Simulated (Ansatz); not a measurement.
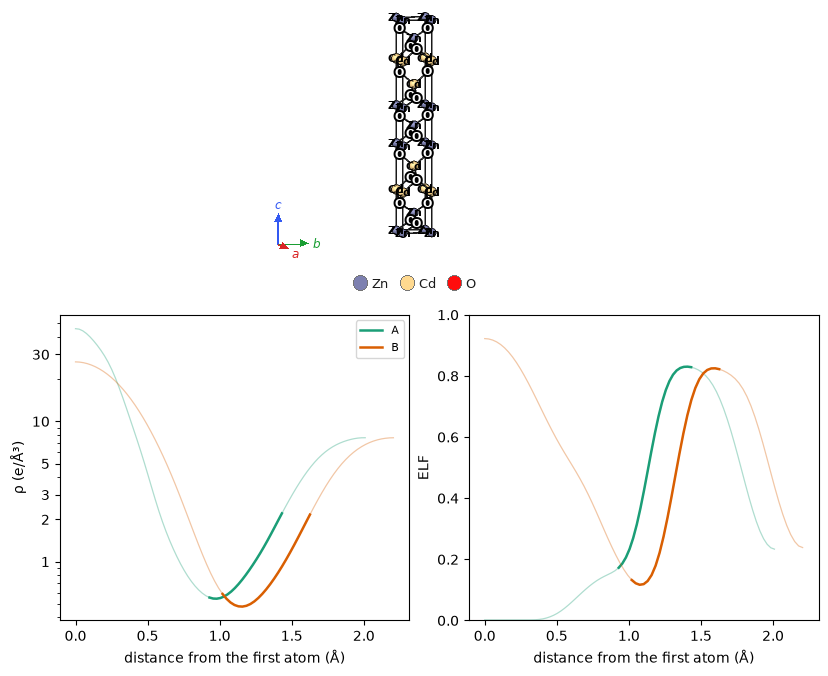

*Zn$_{3}$Cd$_{2}$O$_{5}$. Valence charge density (pseudo) and ELF along straight lines between neighbouring atoms. Thin, pale parts lie inside the atomic spheres. The structure is drawn too.*

Space group I-4m2; a structure generated by program, which may or may not match a known phase.

These are results of Ansatz, DFT PBE, scalar-relativistic, plane waves, PAW, not measurements.

The density is the valence pseudo-density of a PAW calculation; it isn't the true density close to the nuclei.

### Which curve belongs to which contact (Cd–O and Zn–O)? The first atom named is at distance zero.

Curve A: Zn–O (2.01 Å): the density is about 0.55 e/Å³ at the midpoint; the ELF peaks at about 0.85 in the valence shell of O, 0.6 Å from its nucleus, and is about 0.25 at the midpoint; no localised pair shows between them. Curve B: Cd–O (2.21 Å): the density is about 0.49 e/Å³ at the midpoint; the ELF peaks at about 0.80 in the valence shell of O, 0.6 Å from its nucleus, and drops to about 0.10 between the two atoms: no shared electron pair shows on this line.
